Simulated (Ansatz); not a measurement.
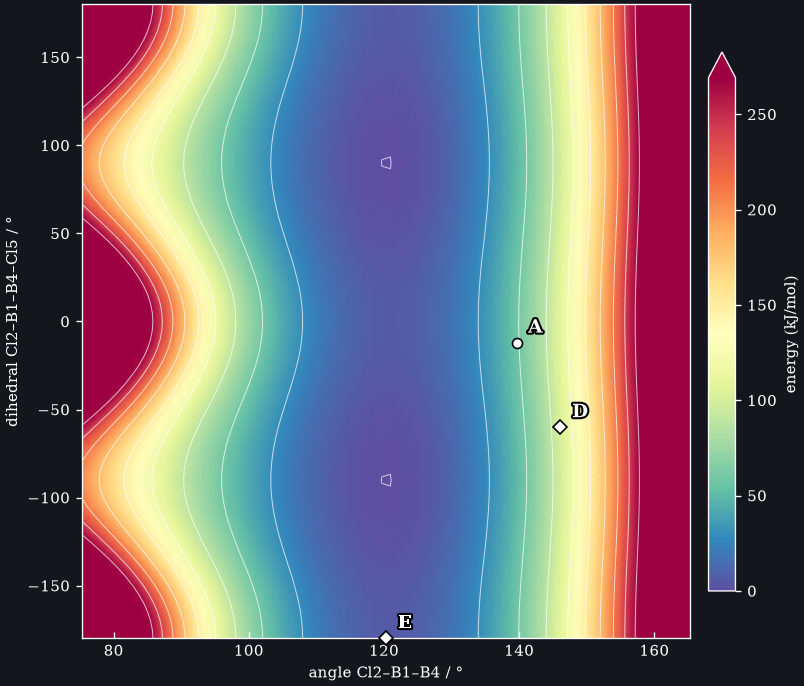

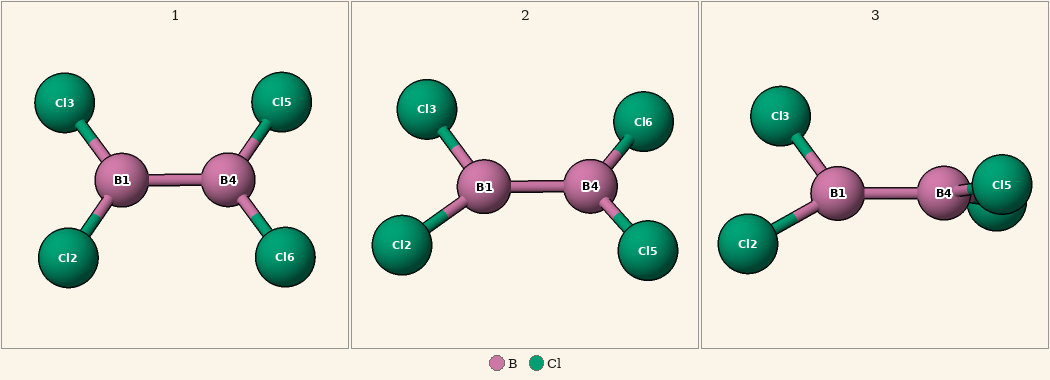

B2(Cl)4. 
- First axis: angle Cl2–B1–B4. Second axis: dihedral Cl2–B1–B4–Cl5.
- Nothing is relaxed (all other coordinates rigid).
- The grid has 15 × 15 points; 180 points were computed and 45 follow by symmetry.
- All energies are given in kJ/mol relative to the lowest grid point.
- All numbers below come from RKS PBE0-D4/def2-SVP in Ansatz.

In the figure: a smooth colour map with a few white contour lines, one colour for all values above the top of the scale, lettered points. Between grid points the surface is interpolated. The numbered pictures are the structures at these points, in random order.

Which structure belongs to which point?

Answer. A is structure 2: angle Cl2–B1–B4 = 139.6°, dihedral Cl2–B1–B4–Cl5 = −12°, 58 kJ/mol; D is structure 3: angle Cl2–B1–B4 = 146.1°, dihedral Cl2–B1–B4–Cl5 = −60°, 102 kJ/mol; E is structure 1: angle Cl2–B1–B4 = 120.3°, dihedral Cl2–B1–B4–Cl5 = −180°, 6 kJ/mol.
